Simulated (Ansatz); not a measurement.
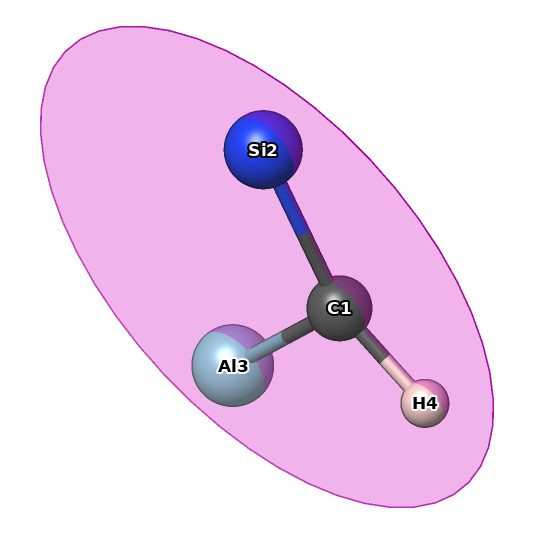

A disc through the centre of mass is drawn in. Depth is shown by fading: the farther an atom, the more it takes the colour of the background. Computed geometry: PBE0-D4/def2-TZVP optimisation. No frequency run is at hand to confirm it as a minimum.

### Is the plane of the disc a mirror plane of the structure?

Yes. The reflection leaves C1, Si2, Al3, H4 in place. The point group is Cs.
